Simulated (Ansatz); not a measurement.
Start from GaAs in the zinc blende structure (space group F-43m, No. 216; a = 5.667 Å). Axes: x, y, z lie along the cube axes.

Modification: biaxial strain −1.25 %, plane normal [111], relaxed out of plane (Cartesian); in-plane vectors clamped, the third vector and the atoms free.

Method: Kohn–Sham DFT with the r2SCAN functional, run in Ansatz (a quantum-chemistry and plane-wave program) with PAW and 500 eV plane waves, no spin-orbit coupling.

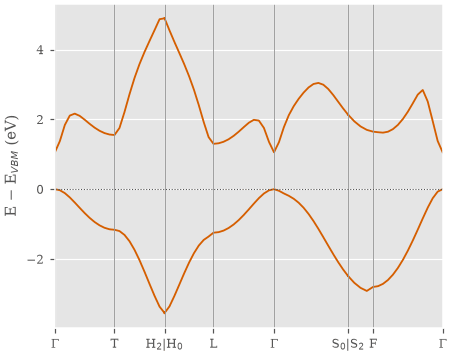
*Highest valence and lowest conduction band along the path of the changed cell's own zone*

Question: Read the changed gap and its character from the plot.

Answer: About 1.1 eV, direct at Γ.

Whether these cells are dynamically stable was not tested. k-point labels follow each cell's own Brillouin zone.
